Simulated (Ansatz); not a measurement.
## Converging the k-point mesh: LaAl2 (R3m, 6 atoms in the cell)

```
CELL_PARAMETERS angstrom
      0.00000     4.04414     4.04414
      4.04414     0.00000     4.04414
      4.04414     4.04414     0.00000
ATOMIC_POSITIONS crystal
  La 0.00357 0.00357 0.00357
  La 0.25000 0.25000 0.25000
  Al 0.62500 0.62500 0.62500
  Al 0.12500 0.62500 0.62500
  Al 0.62500 0.62500 0.12500
  Al 0.62500 0.12500 0.62500
```

Method: PBEsol, default PAW files made with PBE (plane waves; Ansatz, an electronic-structure program).

Base settings: basis.ecutwfc = 30.9 Ry; kpoints.mp_grid.grid = 7 7 7; hamiltonian.xc = pbesol; hamiltonian.pseudopotentials = {kind: paw} (the program's default PAW files); scf.occupations.method = fermi_dirac; scf.occupations.width = 0.0073 Ry.

The second cell is the first with its lattice scaled by 0.98.

Only quantities that move along the ladder and can be compared are tabulated.

The count of work is k-points × plane waves × bands × iterations; it is no time. Core times come from one kind of shared machine, to one figure; runs under 30 s give none.

The starting cell comes from a database of computed structures (which also holds hypothetical and non-ambient phases and stackings), without a prior relaxation at this level. Its lattice was rescaled by up to half a per cent. One atom was moved a little off its site on purpose. Ansatz's pressure includes its estimate of the finite-basis (Pulay) stress.

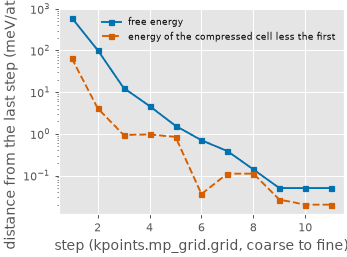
Distance from the last step along the ladder; very small values are drawn at a floor.

| kpoints.mp_grid.grid | free energy less the last step's (meV/atom) | energy of the compressed cell less the first (meV/atom) | pressure (GPa) | largest difference of a force vector from the last step's (eV/Å) | count of work / last | core time / last (rough) |
|---|---|---|---|---|---|---|
| 1 1 1 | -609.54 | -52.84 | -8.12 | 0.154 | 0.0017 | – |
| 2 2 2 | 102.13 | 16.57 | -0.07 | 0.231 | 0.0052 | – |
| 3 3 3 | 12.62 | 11.52 | -0.86 | 0.055 | 0.0067 | – |
| 4 4 4 | -4.64 | 13.43 | -0.55 | 0.023 | 0.015 | – |
| 5 5 5 | 1.56 | 11.62 | -0.76 | 0.005 | 0.021 | – |
| 7 7 7 | 0.70 | 12.50 | -0.67 | 0.001 | 0.049 | – |
| 8 8 8 | -0.39 | 12.35 | -0.69 | 0.001 | 0.073 | – |
| 10 10 10 | -0.14 | 12.35 | -0.69 | 0.000 | 0.13 | 0.1 |
| 13 13 13 | -0.01 | 12.49 | -0.67 | 0.000 | 0.26 | 0.3 |
| 15 15 15 | -0.02 | 12.47 | -0.68 | 0.000 | 0.39 | 0.4 |
| 17 17 17 | -0.01 | 12.46 | -0.68 | 0.000 | 0.55 | 0.5 |
| 21 21 21 | 0.00 | 12.46 | -0.68 | 0.000 | 1.0 | 1 |

Coarsest kpoints.mp_grid.grid that holds the free energy within 5 meV/atom of the last step, with all finer ones: 4 4 4, at 0.015 of the last step's count of work; the step before is off by 13 meV/atom.

Coarsest kpoints.mp_grid.grid that holds the pressure within 0.2 GPa of the last step, with all finer ones: 3 3 3, at 0.0067 of the last step's count of work; the step before is off by 0.61 GPa.

Coarsest kpoints.mp_grid.grid that holds the energy of the compressed cell less the first within 2 meV/atom of the last step, with all finer ones: 3 3 3, at 0.0067 of the last step's count of work; the step before is off by 4.1 meV/atom.

The energy difference between the two cells stays within 1 meV/atom of the last step's from 3 3 3 on, the total only from 7 7 7 on: much of the error is common to both cells and cancels.

Keys are those of Ansatz 0.2.
